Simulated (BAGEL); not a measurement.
**Si2H3ClF (SMILES F[SiH][SiH2]Cl): UHF/cc-pVDZ (density fitting with qzvpp-jkfit)**

What is the energy change on altering one bond length of Si2H3ClF at UHF/cc-pVDZ (density fitting with qzvpp-jkfit)? 

Program for the calculation: BAGEL 1.2.2.

1 further run of the same task is left out (it didn't finish). Runs told in other sessions of the task aren't counted.

### 1 The structure to begin with

Si2H3ClF: 7 atoms, total charge 0, spin state doublet. SMILES: `F[SiH][SiH2]Cl`. Geometry: relaxed at PBE0-D4/def2-TZVP. This is one conformer, not always the lowest.

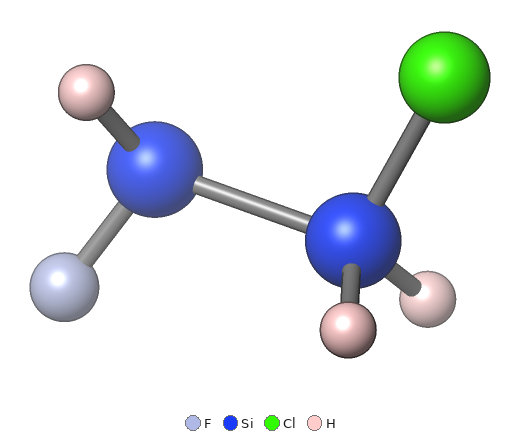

Viewed from a chosen angle; fluorine light blue, silicon blue, chlorine green, hydrogen pink.

### 2 The energy at UHF/cc-pVDZ (density fitting with qzvpp-jkfit)

Input file hf.json:

```json
{ "bagel" : [

{
  "title" : "molecule",
  "basis" : "cc-pvdz.json",
  "df_basis" : "qzvpp-jkfit",
  "angstrom" : true,
  "geometry" : [
    { "atom" : "F", "xyz" : [      -0.711100,      -1.904300,       1.447600 ] },
    { "atom" : "Si", "xyz" : [      -0.864900,      -1.133800,       0.042900 ] },
    { "atom" : "Si", "xyz" : [       0.757100,       0.544300,      -0.177200 ] },
    { "atom" : "Cl", "xyz" : [       0.253100,       1.504900,      -1.930300 ] },
    { "atom" : "H", "xyz" : [      -2.255700,      -0.597500,      -0.021700 ] },
    { "atom" : "H", "xyz" : [       0.767100,       1.548800,       0.918100 ] },
    { "atom" : "H", "xyz" : [       2.115800,      -0.030600,      -0.325200 ] }
  ]
},

{ "title" : "uhf", "nopen" : 1 },

{ "title" : "print", "file" : "orbitals.molden", "orbitals" : true }

]}
```

The basis set cc-pVDZ is read from a file made from the Basis Set Exchange's data (not shown).

The run is started by

```
$ BAGEL_NUM_THREADS=1 BAGEL hf.json > hf.out
```

The log of the run:

```text
* using 1 threads per process

  ===============================================================
  ===============================================================

  *** Geometry ***

  { "atom" : "F", "xyz" : [     -1.343784,     -3.598605,      2.735568 ] },
  { "atom" : "Si", "xyz" : [     -1.634424,     -2.142571,      0.081069 ] },
  { "atom" : "Si", "xyz" : [      1.430712,      1.028578,     -0.334859 ] },
  { "atom" : "Cl", "xyz" : [      0.478290,      2.843849,     -3.647738 ] },
  { "atom" : "H", "xyz" : [     -4.262655,     -1.129111,     -0.041007 ] },
  { "atom" : "H", "xyz" : [      1.449609,      2.926808,      1.734958 ] },
  { "atom" : "H", "xyz" : [      3.998283,     -0.057826,     -0.614539 ] },

  Number of auxiliary basis functions:      515

  Since a DF basis is specified, we compute 2- and 3-index integrals:
    o Being stored without compression. Storage requirement is 0.028 GB

  Number of basis functions:       83
  Number of electrons      :       57

    * METHOD: MOLECULE                             0.22

  *** Open-shell HF ***

  === Nuclear Repulsion ===
   255.0944510318

      * DIIS with orbital gradients will be used.

  === UHF iteration (cc-pvdz.json) ===
      0      -1138.45893795          0.02165972           0.15
      1      -1138.56253507          0.01483971           0.15
      2      -1138.59429706          0.00881451           0.14
      3      -1138.61322802          0.00108414           0.14
      4      -1138.61397809          0.00028808           0.14
      5      -1138.61405820          0.00011858           0.14
      6      -1138.61407898          0.00003744           0.14
      7      -1138.61408329          0.00001672           0.14
      8      -1138.61408450          0.00000838           0.14
      9      -1138.61408480          0.00000353           0.14
     10      -1138.61408483          0.00000148           0.14
     11      -1138.61408483          0.00000069           0.14
     12      -1138.61408483          0.00000026           0.14
     13      -1138.61408483          0.00000010           0.14
     14      -1138.61408483          0.00000004           0.14
     15      -1138.61408483          0.00000003           0.14
     16      -1138.61408483          0.00000002           0.14
     17      -1138.61408483          0.00000001           0.14
    * SCF iteration converged.

    * S^2 (UHF) is 0.7570

    * Permanent dipole moment:
           (   -0.120353,     0.037556,     0.004648) a.u.

    * METHOD: UHF                                  2.66

    * METHOD: PRINT                                0.02

  ===============================================================
```

It took 3.3 s on 1 thread of AMD EPYC 9B14 (Zen 4), shared host.

### 3 The distorted shape

Input file job.json:

```json
{ "bagel": [

{
  "title": "molecule",
  "basis": "cc-pvdz.json",
  "df_basis": "qzvpp-jkfit",
  "angstrom": true,
  "geometry": [
    { "atom": "F", "xyz": [   -0.307888,   -2.672803,    2.850122 ] },
    { "atom": "Si", "xyz": [   -0.461688,   -1.902303,    1.445422 ] },
    { "atom": "Si", "xyz": [    1.160312,   -0.224203,    1.225322 ] },
    { "atom": "Cl", "xyz": [    0.253100,    1.504900,   -1.930300 ] },
    { "atom": "H", "xyz": [   -1.852488,   -1.366003,    1.380822 ] },
    { "atom": "H", "xyz": [    1.170312,    0.780297,    2.320622 ] },
    { "atom": "H", "xyz": [    2.519012,   -0.799103,    1.077322 ] }
  ]
},
{
  "title": "uhf",
  "nopen": 1
},
{
  "title": "print",
  "file": "orbitals.molden",
  "orbitals": true
}

]}
```

The basis set cc-pVDZ is read from a file made from the Basis Set Exchange's data (not shown).

The run is started by

```
$ BAGEL_NUM_THREADS=1 BAGEL job.json > job.out
```

The log of the run:

```text
* using 1 threads per process

  ===============================================================
  ===============================================================

  *** Geometry ***

  { "atom" : "F", "xyz" : [     -0.581824,     -5.050866,      5.385950 ] },
  { "atom" : "Si", "xyz" : [     -0.872464,     -3.594832,      2.731452 ] },
  { "atom" : "Si", "xyz" : [      2.192672,     -0.423682,      2.315523 ] },
  { "atom" : "Cl", "xyz" : [      0.478290,      2.843849,     -3.647738 ] },
  { "atom" : "H", "xyz" : [     -3.500695,     -2.581372,      2.609375 ] },
  { "atom" : "H", "xyz" : [      2.211569,      1.474548,      4.385340 ] },
  { "atom" : "H", "xyz" : [      4.760243,     -1.510086,      2.035844 ] },

  Number of auxiliary basis functions:      515

  Since a DF basis is specified, we compute 2- and 3-index integrals:
    o Being stored without compression. Storage requirement is 0.028 GB

  Number of basis functions:       83
  Number of electrons      :       57

    * METHOD: MOLECULE                             0.23

  *** Open-shell HF ***

  === Nuclear Repulsion ===
   211.2242529943

      * DIIS with orbital gradients will be used.

  === UHF iteration (cc-pvdz.json) ===
      0      -1138.19680988          0.02408914           0.16
      1      -1138.31514214          0.02055160           0.15
      2      -1138.39366724          0.01201871           0.15
      3      -1138.44972836          0.00299663           0.15
      4      -1138.47136768          0.00232072           0.14
      5      -1138.48758973          0.00153302           0.14
      6      -1138.49546813          0.00091382           0.14
      7      -1138.49848449          0.00047437           0.14
      8      -1138.49911754          0.00027244           0.15
      9      -1138.49913019          0.00017784           0.14
     10      -1138.49918607          0.00003651           0.14
     11      -1138.49918870          0.00002163           0.14
     12      -1138.49918936          0.00001706           0.14
     13      -1138.49919004          0.00001503           0.14
     14      -1138.49919062          0.00001442           0.14
     15      -1138.49919157          0.00001373           0.14
     16      -1138.49919402          0.00001196           0.14
     17      -1138.49919741          0.00000867           0.14
     18      -1138.49919969          0.00000529           0.14
     19      -1138.49920028          0.00000204           0.15
     20      -1138.49920032          0.00000072           0.15
     21      -1138.49920032          0.00000038           0.14
     22      -1138.49920032          0.00000020           0.14
     23      -1138.49920032          0.00000015           0.14
     24      -1138.49920032          0.00000014           0.14
     25      -1138.49920032          0.00000013           0.14
     26      -1138.49920032          0.00000010           0.14
     27      -1138.49920033          0.00000008           0.14
     28      -1138.49920033          0.00000007           0.14
     29      -1138.49920033          0.00000007           0.15
     30      -1138.49920033          0.00000006           0.14
     31      -1138.49920033          0.00000006           0.15
     32      -1138.49920033          0.00000004           0.14
     33      -1138.49920033          0.00000002           0.15
     34      -1138.49920033          0.00000002           0.14
     35      -1138.49920033          0.00000001           0.14
     36      -1138.49920033          0.00000001           0.14
     37      -1138.49920033          0.00000001           0.14
     38      -1138.49920033          0.00000001           0.14
     39      -1138.49920033          0.00000001           0.14
    * SCF iteration converged.

    * S^2 (UHF) is 1.6861

    * Permanent dipole moment:
           (   -0.019624,    -0.139679,     0.340539) a.u.

    * METHOD: UHF                                  5.83

    * METHOD: PRINT                                0.02

  ===============================================================
```

It took 6.3 s on 1 thread of AMD EPYC 9B14 (Zen 4), shared host.

### 4 Results

Level: UHF/cc-pVDZ (density fitting with qzvpp-jkfit).

| quantity | value |
| --- | --- |
| first shape: total energy | -1138.61408 Eh |
| first shape: dipole moment | 0.32 D |
| first shape: ⟨S²⟩ | 0.757 |
| distorted shape: total energy | -1138.49920 Eh |
| distorted shape: dipole moment | 0.94 D |
| distorted shape: ⟨S²⟩ | 1.686 |
| energy change with the Si3–Cl4 bond stretched from 2.062 to 3.711 Å | 3.126 eV |

In words: With the Si3–Cl4 bond stretched from 2.062 to 3.711 Å the energy rises by 3.13 eV (302 kJ/mol). The first shape isn't relaxed at this level, so the change isn't measured from a minimum. ⟨S²⟩ (distorted shape) is 1.69 where a pure doublet has 0.75: the reference is spin-contaminated.
